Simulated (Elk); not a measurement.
Band structure of YbCuBi (P6_3mc, 6 atoms in the cell).

```yaml
crystal:
  lattice:
    - [4.63586, 0.00000, 0.00000]
    - [-2.31793, 4.01477, 0.00000]
    - [0.00000, 0.00000, 7.60281]
  atoms:
    - { symbol: Yb, position: [0.00000, 0.00000, 0.48747] }
    - { symbol: Yb, position: [0.00000, 0.00000, 0.98747] }
    - { symbol: Cu, position: [0.33333, 0.66667, 0.31931] }
    - { symbol: Cu, position: [0.66667, 0.33333, 0.81931] }
    - { symbol: Bi, position: [0.66667, 0.33333, 0.21842] }
    - { symbol: Bi, position: [0.33333, 0.66667, 0.71842] }
```

Level of theory: Elk 10.2.4 with PBEsol, all-electron FP-LAPW, Elk's shipped species files, LAPW+lo basis.

Settings: xctype = 22; rgkmax = 8; stype = 0; swidth = 0.00499791 Ha; ngridk = 6 6 3; gmaxvr = 14 1/bohr; nxoapwlo = 1.

The starting cell comes from a database of computed structures (which also holds hypothetical and non-ambient phases and stackings), without a prior relaxation at this level. Spin-orbit coupling is off. Spin polarisation is off. Values depend on the basis (sphere radii, cutoffs, local orbitals), which need not be converged.

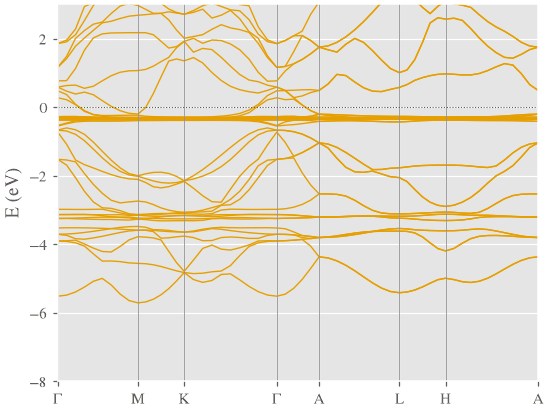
Bands along the path, energies from the Fermi level.

Levels in eV from the Fermi level, bands 53 to 60:
| point | 53 | 54 | 55 | 56 | 57 | 58 | 59 | 60 |
|---|---|---|---|---|---|---|---|---|
| Γ | -0.29 | -0.28 | 0.27 | 0.48 | 0.58 | 0.58 | 0.77 | 1.16 |
| M | -0.31 | -0.30 | -0.30 | -0.23 | -0.20 | 1.07 | 2.17 | 2.68 |
| K | -0.31 | -0.29 | -0.29 | -0.29 | 1.35 | 1.92 | 1.92 | 2.01 |
| A | -0.21 | -0.21 | -0.21 | -0.21 | 0.49 | 0.49 | 1.75 | 1.75 |
| L | -0.30 | -0.30 | -0.27 | -0.27 | 0.58 | 0.58 | 1.01 | 1.01 |
| H | -0.30 | -0.30 | -0.29 | -0.29 | 0.97 | 0.97 | 2.57 | 2.57 |

Bands cross the Fermi level along this path, so the cell is metallic at this level.
